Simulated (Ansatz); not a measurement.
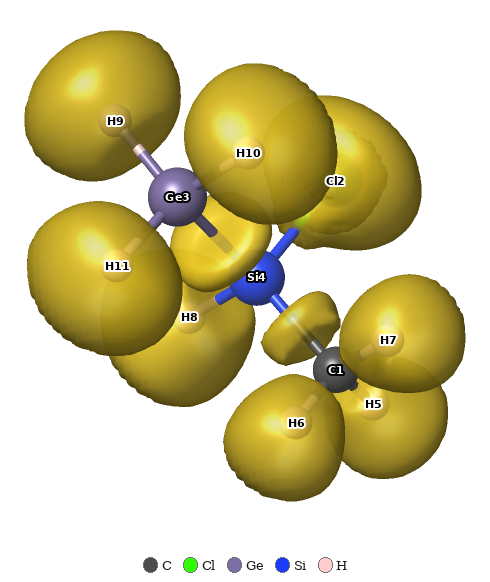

CH$_{7}$ClGeSi. Isosurface of the ELF at 0.8 (yellow), seen at an oblique angle. Core shells and regions of very low density are left out.

Geometry: PBE0-D3(BJ)/pcseg-1.

Theory: Ansatz, isolated molecule in a Gaussian basis; Kohn-Sham density functional theory, functional PBE0.

```xyz
11

C    -0.4290   -1.5578    2.0715
Cl    0.7160    1.4392    1.8631
Ge   -2.2513    0.6341   -0.0382
Si   -0.1940   -0.1523    0.8637
H     0.5351   -1.8723    2.4892
H    -0.8830   -2.4184    1.5631
H    -1.0830   -1.2593    2.8989
H     0.7404   -0.5495   -0.2289
H    -2.0071    1.8085   -0.9964
H    -3.1772    1.0950    1.0987
H    -2.9500   -0.5002   -0.8099
```

> Identify the bonds, lone pairs and shells in this picture.

At this value the surface marks out one region between bonded C–Si atoms (shared pairs), one region between bonded Ge–Si atoms (shared pairs), seven regions around hydrogen nuclei and one region on Cl in which the atom's valence shell and bonds are merged. Along the contacts the grid gives the following. C–Si (1.87 Å): the ELF peaks at about 0.95 between the atoms; a shared electron pair. Si–Cl (2.09 Å): the ELF peaks at about 0.85 between the atoms: a polar covalent bond.
